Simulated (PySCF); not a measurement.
BH4N, charge −1, doublet, SMILES `[BH2-]N`.

Computed with PySCF, B3LYP/6-31+G*, geometry: GFN2-xTB. No frequency check shows the geometry to be a minimum. For an anion such functionals hold the outermost electrons too loosely, so the response is rough. The basis has diffuse s and p functions alone, which still leaves polarisabilities too small, most of all across bonds. The stability of the open-shell solution wasn't checked. GFN2-xTB doesn't know the spin state, so this open-shell geometry is rough.

Coordinates in Å:

```
B1       0.8656   -0.0001   -0.1839
N2      -0.6926    0.0001    0.1373
H3       1.3897    1.0378    0.2806
H4       1.3900   -1.0373    0.2808
H5      -1.1298    0.8122   -0.3016
H6      -1.1295   -0.8126   -0.3014
```

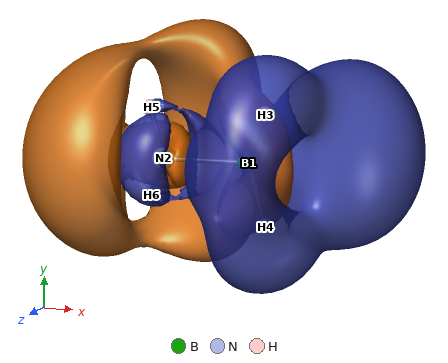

Change of the electron density in a uniform field of 0.10 V/Å, surfaces at ±0.0004 e/Å³ (orange: gain, blue: loss).

> Along which Cartesian direction does the field point?

Along +x: electrons gather on the −x side, against the field.

> What dipole is induced, and what polarisability does it imply?

The induced dipole is 0.71 D (along the field); α along this axis, from the fields in both directions, is 126 bohr³ (18.6 Å³). The response isn't linear: the two directions induce 0.71 and 0.57 D.

> Which atoms gain and lose the most charge?

Electrons gather most on N2 (Hirshfeld charge changes by −0.009 e) and leave B1 most (+0.014 e); 0.049 electrons are displaced in all.
